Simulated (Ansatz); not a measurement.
# Lattice dynamics of Cu3Hg (built on the sites of a database entry of Li3Hg)

Aim: the vibrations of Cu3Hg (built on the sites of a database entry of Li3Hg), their spectra, and whether the structure is stable.

Main program and level: Ansatz 0.2.0; DFT PBE+D3(BJ), scalar-relativistic, plane waves, PAW.

The structure was built from a prototype and need not be the compound's stable phase.

### Step 1. The structure

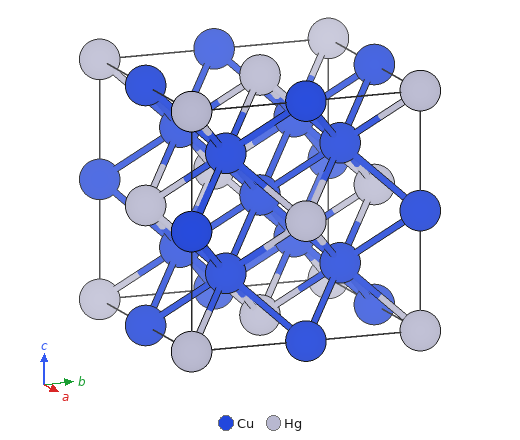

Start, viewed slightly off an axis; copper blue, mercury light grey. This picture shows the conventional cell, with its axes. Some periodic images of atoms are drawn too.

### Step 2. Coarse relaxation

A rough relaxation comes first, because large forces or stress need no tight tolerances yet.

Contents of input.yaml:

```yaml
crystal:
  lattice:
    - [0.0, 3.34091, 3.34091]
    - [3.34091, 0.0, 3.34091]
    - [3.34091, 3.34091, 0.0]
  atoms:
    - { symbol: Cu, position: [0.25, 0.25, 0.25] }
    - { symbol: Cu, position: [0.75, 0.75, 0.75] }
    - { symbol: Cu, position: [0.5, 0.5, 0.5] }
    - { symbol: Hg, position: [0.0, 0.0, 0.0] }
kpoints:
  mp_grid: { grid: [6, 6, 6] }
hamiltonian:
  xc: pbe
  dispersion: d3bj
scf:
  occupations: { method: gaussian, width: 0.1 }
output:
  forces: true
  stress: true
  eigenvalues: true
relax:
  adjacent_minimum: "off"
  f_tol: 0.05
  max_steps: 80
  cell: { stress_tol: 0.5 }
```

Command:

```sh
$ ansatz run input.yaml --threads 8 --pin off --max-ram 14336MiB --backend cpu --events-out ev --progress --plain --runs-dir out
```

Numbers of over 12 decimals in the logs are rounded to 6 here.

Output:

```text
The last accepted step is kept in <dir> (removed where the run ends without a failure and the disk answers)
Engine: ansatz 0.2.0, aarch64-unknown-linux-gnu
Pseudopotentials: kind: paw
Pseudopotential: Cu, paw, valence charge 19, recommended cutoff 420 eV (normal), Cu.paw.azcp
Pseudopotential: Hg, paw, valence charge 20, recommended cutoff 420 eV (normal), Hg.paw.azcp
Functional definition: PBE
  parameter kappa = 0.804
[...]
F+E_penalty+E_count = -33690.54089923 eV   max|allowed force component| = 7.864e-17 eV/Å   (the final SCF, on the basis selected at the relaxed cell)
  cell:  # Å, volume = 54.4163 Å³
    - [0, 3.007690, 3.007690]
    - [3.007690, 0, 3.007690]
    - [3.007690, 3.007690, 0]
  atoms:
    - { symbol: Cu, position: [0.25, 0.25, 0.25] }
    - { symbol: Cu, position: [0.75, 0.75, 0.75] }
    - { symbol: Cu, position: [0.5, 0.5, 0.5] }
    - { symbol: Hg, position: [0, 0, 0] }
[key lines of the parts left out:]
SCF converged after 7 iterations
Free energy (F): -33690.540899 eV
Fermi energy:    17.828208 eV
P = ⅓ Tr σ = 0.2900 GPa (2.900 kbar)
```

Elapsed: 2.5 s, on 8 threads of Arm Neoverse V2, shared host; peak memory 0.48 GiB; 15 s of CPU time.

Step by step:

| step | energy less that of the first step (eV) | largest force component (eV/Å) | pressure (GPa) | volume (Å³) |
| --- | --- | --- | --- | --- |
| 1 | 0.0000 | 0.0000 | -18.05 | 74.58 |
| 2 | -1.0767 | 0.0000 | -13.90 | 64.20 |
| 3 | -1.5780 | 0.0000 | -0.68 | 54.82 |
| 4 | -1.5788 | 0.0000 | 0.30 | 54.42 |
| 5* | -1.5675 | 0.0000 | 0.29 | 54.42 |

Relaxation steps marked * repeat the geometry before them on a plane-wave basis chosen anew for their cell, so energy and pressure can jump there.

Forces are held to the 48 operations that the run works with; a distortion that breaks them can't arise in this run.

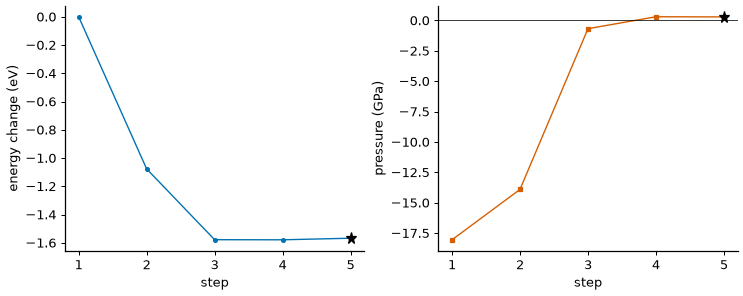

Energy and pressure along the relaxation. Stars mark steps on a basis chosen anew.

| conventional cell, symmetrised | before | after | change |
| --- | --- | --- | --- |
| a (Å) | 6.682 | 6.015 | -10.0 % |
| b (Å) | 6.682 | 6.015 | -10.0 % |
| c (Å) | 6.682 | 6.015 | -10.0 % |
| volume (Å³/atom) | 18.65 | 13.60 | -27.0 % |

Final coordinates:

```cif
data_structure
_symmetry_space_group_name_H-M 'P 1'
_symmetry_Int_Tables_number 1
_cell_length_a 4.2535
_cell_length_b 4.2535
_cell_length_c 4.2535
_cell_angle_alpha 60.000
_cell_angle_beta 60.000
_cell_angle_gamma 60.000
_cell_volume 54.42
loop_
_atom_site_label
_atom_site_type_symbol
_atom_site_fract_x
_atom_site_fract_y
_atom_site_fract_z
_atom_site_occupancy
Cu1 Cu 0.25000 0.25000 0.25000 1
Cu2 Cu 0.75000 0.75000 0.75000 1
Cu3 Cu 0.50000 0.50000 0.50000 1
Hg4 Hg 0.00000 0.00000 0.00000 1
```

This step gave:

| Quantity | Value |
| --- | --- |
| pressure | 0.2900 GPa |
| volume per atom | 13.60 Å³ |
| gap on the k-mesh | 0 eV |

In this step the volume went from 18.65 to 13.60 Å³/atom.

### Step 3. Relaxation

Harmonic phonons are second derivatives at a point where the forces vanish, and they are wanted at zero stress, so atoms and cell are relaxed first.

Contents of input.yaml:

```yaml
crystal:
  lattice:
    - [0.0, 3.007689989, 3.007689989]
    - [3.007689989, 0.0, 3.007689989]
    - [3.007689989, 3.007689989, 0.0]
  atoms:
    - { symbol: Cu, position: [0.25, 0.25, 0.25] }
    - { symbol: Cu, position: [0.75, 0.75, 0.75] }
    - { symbol: Cu, position: [0.5, 0.5, 0.5] }
    - { symbol: Hg, position: [0.0, 0.0, 0.0] }
kpoints:
  mp_grid: { grid: [12, 12, 12] }
hamiltonian:
  xc: pbe
  dispersion: d3bj
scf:
  occupations: { method: gaussian, width: 0.1 }
output:
  forces: true
  stress: true
  eigenvalues: true
  write_density: true
  write_potential: true
  elf: true
  volumetric_format: npy
relax:
  adjacent_minimum: "off"
  f_tol: 0.005
  max_steps: 80
  cell: { stress_tol: 0.05 }
```

Output:

```text
[...]
Crystal: 4 atoms, lattice volume = 54.416 Å³
Basis set: ecut = 420 eV, 1067 PW (Γ), exchange–correlation on 60×60×60 points (8 copies of the dense FFT grid, shifted against one another)
Bands: 47, of which v1, the nominal top of the filled ones, is band 39 counted from 1 (38 counted from 0)
Symmetry: 48 space group operations
[...]
k-points: 72 of 1728
[...]
SCF iter   1: F=—  HF=-33690.546328 eV  |F-HF|=—  |Δ(HF+E_count)|=         —  Δρ=1.50e-3  dr2=6.61e-4  ethr=1.77e-3  ⟨swp⟩=5.6  Hψ=10953  notcnv=0  defer=51
[...]
SCF iter   6: F=-33690.547436 eV  HF=-33690.547436 eV  |F-HF|=1.15e-7  |Δ(HF+E_count)|=   1.32e-7  Δρ=1.16e-5  dr2=9.05e-8  ethr=1.30e-10  ⟨swp⟩=10.1  Hψ=23904  notcnv=0
SCF 1 converged in 6 iterations: F = -33690.547436 eV  dr2 = 9.05e-8
[...]
relax step   1: F+E_penalty+E_count = -33690.54743554 eV  Δ(F+E_penalty+E_count) = +0.000e0 eV  max|allowed force component| = 9.252e-18 eV/Å  Δτ_max = 0.0000 Å  P = +0.301 GPa  Ω = 54.416 Å³  (6 SCF iters, dr2 threshold 1.00e-7 eV, accepted)
Crystal: 4 atoms, lattice volume = 54.523 Å³
[...]
SCF iter   6: F=-33690.547472 eV  HF=-33690.547472 eV  |F-HF|=2.15e-9  |Δ(HF+E_count)|=  2.40e-10  Δρ=1.71e-6  dr2=2.27e-9  ethr=1.92e-11  ⟨swp⟩=4.8  Hψ=17721  notcnv=0
SCF 2 converged in 6 iterations: F = -33690.547472 eV  dr2 = 2.27e-9
relax step   2: F+E_penalty+E_count = -33690.54747221 eV  Δ(F+E_penalty+E_count) = -3.667e-5 eV  max|allowed force component| = 5.089e-17 eV/Å  Δτ_max = 0.0000 Å  P = +0.034 GPa  Ω = 54.523 Å³  energy of the carried Pulay correction = -7.486e-5 eV  (6 SCF iters, dr2 threshold 2.27e-7 eV, accepted)
[...]
SCF iter   6: F=-33690.547539 eV  HF=-33690.547539 eV  |F-HF|=2.18e-11  |Δ(HF+E_count)|=    0.00e0  Δρ=1.49e-7  dr2=8.34e-12  ethr=1.00e-12  ⟨swp⟩=4.1  Hψ=14703  notcnv=0
SCF 3 converged in 6 iterations: F = -33690.547539 eV  dr2 = 8.34e-12
relax step   3: F+E_penalty+E_count = -33690.54753890 eV  Δ(F+E_penalty+E_count) = -6.668e-5 eV  max|allowed force component| = 6.361e-17 eV/Å  Δτ_max = 0.0000 Å  P = +0.033 GPa  Ω = 54.523 Å³  stress off target by 3.31e-2 GPa  SCF on the basis re-selected at this cell (its energy is not comparable with the rows above)  (6 SCF iters)
basis re-selected at this cell: Δ(F+E_penalty+E_count) = -6.668e-5 eV, ΔP = -0.001 GPa vs the last step (what re-selecting the basis moved, of the pressure what is left beyond the Pulay correction that the steps carried, after the strain that the cell walked since its last selection, with what the two solves' SCF thresholds leave and, on support functions, any second-order correction that the steps lacked; it is no m [...]
SCF converged after 6 iterations
Free energy (F): -33690.547539 eV
[...]
Internal energy: -33690.538719 eV  (E = F + TS)
E sigma→0 (E₀):  -33690.543129 eV
Entropy (-TS):   -0.008820 eV (-2.205 meV/atom)
Fermi energy:    17.882835 eV
[...]
--- Stress (GPa, compression-positive) ---
        0.033120       0.000000       0.000000
        0.000000       0.033120       0.000000
        0.000000      -0.000000       0.033120
  P = ⅓ Tr σ = 0.0331 GPa (0.331 kbar)
--- Band table (eV; the first three rows and the last of 72) ---
  k-point 0: bands = [... 35 lower, 15.9068, 15.9068, 22.4947, 23.0621, 23.0621, 23.0621, 23.0683, 23.9989, ... 4 higher]
  k-point 1: bands = [... 35 lower, 15.8978, 15.8978, 21.2759, 22.6313, 22.7084, 22.7084, 23.5007, 24.2419, ... 4 higher]
  k-point 2: bands = [... 35 lower, 15.8747, 15.8747, 19.6219, 22.2336, 22.2336, 22.4107, 23.7630, 23.8974, ... 4 higher]
  k-point 71: bands = [... 35 lower, 15.9607, 15.9685, 16.1947, 16.3153, 16.3153, 24.1563, 24.6086, 24.8810, ... 4 higher]
--- Relaxed structure (2 steps of the walk, 2 accepted, 1 SCFs on fresh bases) ---
[...]
cell:  # Å, volume = 54.5228 Å³
    - [0, 3.009651, 3.009651]
    - [3.009651, 0, 3.009651]
    - [3.009651, 3.009651, 0]
  atoms:
    - { symbol: Cu, position: [0.250000, 0.250000, 0.250000] }
    - { symbol: Cu, position: [0.75, 0.75, 0.75] }
    - { symbol: Cu, position: [0.500000, 0.500000, 0.500000] }
    - { symbol: Hg, position: [0, 0, 0] }
```

It took 3.6 s on 8 threads; peak memory 0.54 GiB.

Little changed from the start: no atom moved by 0.005 Å and no cell edge by 0.1 %.

Numbers from this step:

- pressure: 0.03312 GPa
- volume per atom: 13.63 Å³

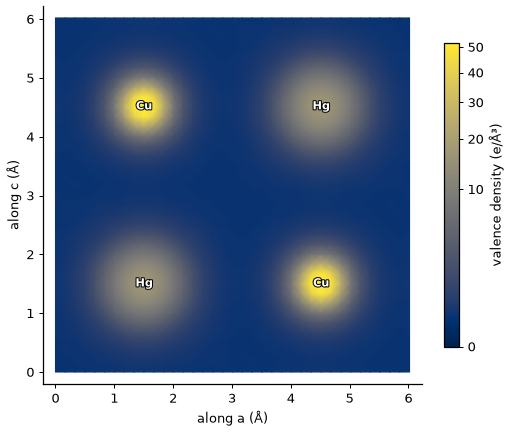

Valence density in the ac plane of the conventional cell at fractional y = 0.000, with atoms of Cu and Hg within 0.2 Å of it. It is the smooth field of the valence electrons, not physical close to the nuclei. The map starts off the cell's origin, so that atoms lie inside it. The colour scale is stretched toward low values.

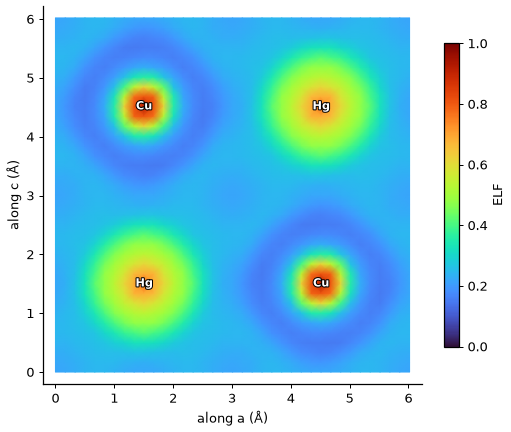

ELF in the ac plane of the conventional cell at fractional y = 0.000, with atoms of Cu and Hg within 0.2 Å of it. It is the smooth field of the valence electrons, not physical close to the nuclei. The map starts off the cell's origin, so that atoms lie inside it.

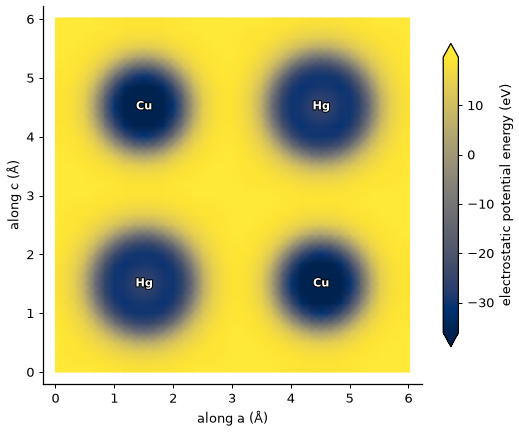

Electrostatic potential energy in the ac plane of the conventional cell at fractional y = 0.000, with atoms of Cu and Hg within 0.2 Å of it. With pseudopotentials it is smooth inside the atoms' cores, unlike the true potential. The map starts off the cell's origin, so that atoms lie inside it.

In this step the volume went from 13.60 to 13.63 Å³/atom.

### Step 4. Tight relaxation

Phonons need a cell at rest on their own settings, so the relaxation is repeated with tight tolerances on forces and stress on the k mesh and occupations of the first response run.

Contents of input.yaml:

```yaml
crystal:
  lattice:
    - [0.0, 3.0096512579, 3.0096512579]
    - [3.0096512579, 0.0, 3.0096512579]
    - [3.0096512579, 3.0096512579, 0.0]
  atoms:
    - { symbol: Cu, position: [0.25, 0.25, 0.25] }
    - { symbol: Cu, position: [0.75, 0.75, 0.75] }
    - { symbol: Cu, position: [0.5, 0.5, 0.5] }
    - { symbol: Hg, position: [0.0, 0.0, 0.0] }
kpoints:
  mp_grid: { grid: [12, 12, 12] }
hamiltonian:
  xc: pbe
  dispersion: d3bj
scf:
  occupations: { method: methfessel_paxton, width: 0.2 }
output:
  forces: true
  stress: true
  eigenvalues: true
relax:
  adjacent_minimum: "off"
  f_tol: 0.001
  max_steps: 60
  cell: { stress_tol: 0.01 }
```

Output:

```text
[...]
Crystal: 4 atoms, lattice volume = 54.523 Å³
Basis set: ecut = 420 eV, 1067 PW (Γ), exchange–correlation on 60×60×60 points (8 copies of the dense FFT grid, shifted against one another)
Bands: 47, of which v1, the nominal top of the filled ones, is band 39 counted from 1 (38 counted from 0)
Symmetry: 48 space group operations
[...]
k-points: 72 of 1728
[...]
--- Relaxed structure (2 steps of the walk, 2 accepted, 1 SCFs on fresh bases) ---
[...]
cell:  # Å, volume = 54.5380 Å³
    - [0, 3.009931, 3.009931]
    - [3.009931, 0, 3.009931]
    - [3.009931, 3.009931, 0]
  atoms:
    - { symbol: Cu, position: [0.250000, 0.250000, 0.250000] }
    - { symbol: Cu, position: [0.75, 0.75, 0.75] }
    - { symbol: Cu, position: [0.500000, 0.500000, 0.500000] }
    - { symbol: Hg, position: [0, 0, 0] }
[key lines of the parts left out:]
SCF converged after 6 iterations
Free energy (F): -33690.545097 eV
Fermi energy:    17.879617 eV
P = ⅓ Tr σ = 0.0041 GPa (0.041 kbar)
```

Elapsed: 3.2 s, on 8 threads; peak memory 0.54 GiB; 22 s of CPU time.

Little changed from the start: no atom moved by 0.005 Å and no cell edge by 0.1 %.

Numbers from this step:

```yaml
pressure: 0.004057 GPa
```

The forces vanish by symmetry and the pressure is 0.004 GPa, within the tolerances set. The cell now holds 13.63 Å³/atom.

### Step 5. Modes at Γ

The zone centre comes first: it holds the modes that light can see, as far as symmetry allows. No field response is asked, since the mesh shows no gap.

input.yaml, the sections that differ from step 4:

```yaml
crystal:
  lattice:
    - [0.0, 3.009930578, 3.009930578]
    - [3.009930578, 0.0, 3.009930578]
    - [3.009930578, 3.009930578, 0.0]
  atoms:
    - { symbol: Cu, position: [0.25, 0.25, 0.25] }
    - { symbol: Cu, position: [0.75, 0.75, 0.75] }
    - { symbol: Cu, position: [0.5, 0.5, 0.5] }
    - { symbol: Hg, position: [0.0, 0.0, 0.0] }
output:
  eigenvalues: true
phonons:
  method: dfpt
# kpoints, hamiltonian, scf: as in step 4
# relax: removed
```

Output:

```text
zone centre: on kpoints.mp_grid the ground state, and the responses unless they are solved on pairs of k-points, stand on 163 of the mesh's 1728 k-points, reduced under 8 symmetry operations, with k and −k counted as one. Each operation leaves every solved displacement unchanged or reverses it
[...]
Crystal: 4 atoms, lattice volume = 54.538 Å³
Basis set: ecut = 420 eV, 1067 PW (Γ), exchange–correlation on 60×60×60 points (8 copies of the dense FFT grid, shifted against one another)
Bands: 47, of which v1, the nominal top of the filled ones, is band 39 counted from 1 (38 counted from 0)
Symmetry: 48 space group operations
k-points: 163 of 1728 (irreducible under 8 space group operations, time reversal used)
[...]
SCF iter   1: F=—  HF=-33690.543991 eV  |F-HF|=—  |Δ(HF+E_count)|=         —  Δρ=1.51e-3  dr2=6.86e-4  ethr=1.77e-3  ⟨swp⟩=5.4  Hψ=24281  notcnv=0  defer=40
[...]
SCF iter  10: F=-33690.545097 eV  HF=-33690.545097 eV  |F-HF|=1.46e-11  |Δ(HF+E_count)|=    0.00e0  S|Δr|=    0.00e0  Δρ=1.69e-7  dr2=8.91e-12  ethr=1.00e-12  ⟨swp⟩=5.0  Hψ=30569  notcnv=0
SCF 1 converged in 10 iterations: F = -33690.545097 eV  dr2 = 8.91e-12
[...]
DFPT response loops at Γ: preconditioner auto → Kerker (q_TF=auto, 2.890 Å⁻¹) (partly filled bands, converged f_vac=0.000); β = 1.00, the filter's whole step (`scf.mixing.beta` (0.50) is not read by the response loops under this deck's `scf.mixing.preconditioner`; to damp them name `kerker` or `kerker_dos`, under which they read `scf.mixing.beta`, and type it under 1.00, their step now; both keys bind the ground state too); Broyden in place of MSR1
SCF converged after 10 iterations
[...]
Free energy (F): -33690.545097 eV
[...]
Internal energy: -33690.541437 eV  (E = F + TS)
E sigma→0 (E₀):  -33690.544182 eV
Entropy (-TS):   -0.003660 eV (-0.915 meV/atom)
Fermi energy:    17.879617 eV
[...]
--- Band table (eV; the first three rows and the last of 163) ---
  k-point 0: bands = [... 35 lower, 15.9019, 15.9019, 22.4863, 23.0553, 23.0553, 23.0553, 23.0606, 23.9916, ... 4 higher]
  k-point 1: bands = [... 35 lower, 15.8929, 15.8929, 21.2688, 22.6234, 22.7015, 22.7015, 23.4930, 24.2349, ... 4 higher]
  k-point 2: bands = [... 35 lower, 15.8698, 15.8698, 19.6153, 22.2268, 22.2268, 22.4028, 23.7556, 23.8904, ... 4 higher]
  k-point 162: bands = [... 35 lower, 15.9559, 15.9634, 16.1894, 16.3101, 16.3101, 24.1487, 24.6009, 24.8733, ... 4 higher]
--- Phonons (Γ-DFPT): 3 representative perturbations + reference, on 163 of 1728 k-points (Σ response iterations 12) ---
  k mesh reduced under 8 symmetry operations, with k and −k counted as one. Each operation leaves every solved displacement unchanged or reverses it
  ASR residual: 9.496e-5 → 0.000e0 eV/Å²; symmetrization residual: 1.658e-5 eV/Å²
  pairwise dispersion correction: d3bj (s6 = 1.0, s8 = 0.7875, a1 = 0.4289, a2_bohr = 4.4407), with the weights of each atom's references fixed at the reference crystal's, and the forces and stress that the weights' published response gives there kept as a pressure on the atom's counted neighbours (hamiltonian.dispersion)
  ASR residual per site (eV/Å²): 4.45e-5 4.45e-5 9.50e-5 4.04e-5
  Γ frequencies (cm⁻¹): 0.00 0.00 0.00 134.00 134.00 134.00 154.51 154.51 154.51 193.59 193.59 193.59
  non-analytic LO–TO correction: not included (Born effective charges unavailable; polar crystals: no LO–TO splitting at Γ)
```

It took 27 s on 8 threads; peak memory 1.5 GiB.

The column dr2 measures how far the density is from self-consistency, as an energy; F and HF (Harris–Foulkes) agree once it is small.

Numbers from this step:

* sum-rule residual before enforcement: 9.50e-5 eV/Å²
* point group: m-3m
* highest optical mode at the zone centre (no LO-TO term): 193.6 cm⁻¹
* lowest optical zone-centre mode: 134 cm⁻¹

Patterns of degenerate modes are one choice out of their space. The modes at Γ (shares of kinetic energy by element, %):

| mode | frequency (cm⁻¹) | symmetry | Cu % | Hg % |
| --- | --- | --- | --- | --- |
| 1 | 0.0 | acoustic | 49 | 51 |
| 2 | 0.0 | acoustic | 49 | 51 |
| 3 | 0.0 | acoustic | 49 | 51 |
| 4 | 134.0 | T1u | 70 | 30 |
| 5 | 134.0 | T1u | 70 | 30 |
| 6 | 134.0 | T1u | 70 | 30 |
| 7 | 154.5 | T2g | 100 | 0 |
| 8 | 154.5 | T2g | 100 | 0 |
| 9 | 154.5 | T2g | 100 | 0 |
| 10 | 193.6 | T1u | 82 | 18 |
| 11 | 193.6 | T1u | 82 | 18 |
| 12 | 193.6 | T1u | 82 | 18 |

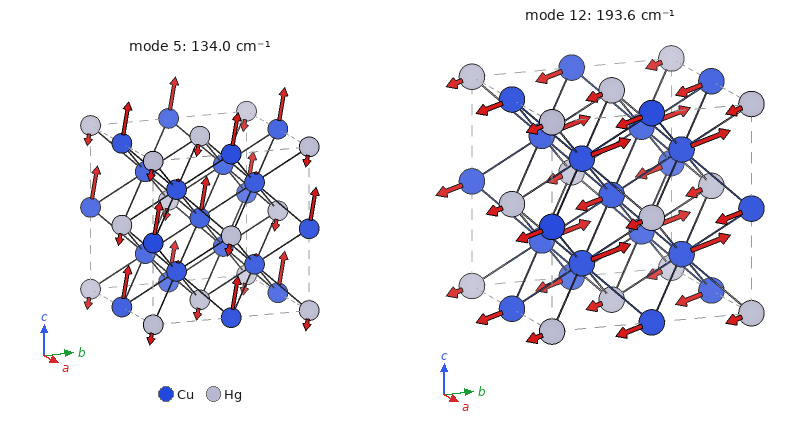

Displacement patterns of modes 5 and 12 at Γ; arrows are exaggerated. Some periodic images of atoms are drawn too.

Before it was imposed, the acoustic sum rule was missed by 9.5e-5 eV/Å². Small misses are needed for a sound result but don't prove that mesh and cutoff are converged. The lowest optical mode is real, 134 cm⁻¹.

(Part 1 of 2 ends here.)

[Logs are printed without paths, hosts, clocks, repeated set-up lines and the standing remarks that a program may print on its own settings, such as how far it seeks lower states.]

[Hosts, paths, dates, database ids (printed as entryN), source tags and the programs' standing remarks are cut or masked in the printed files.]
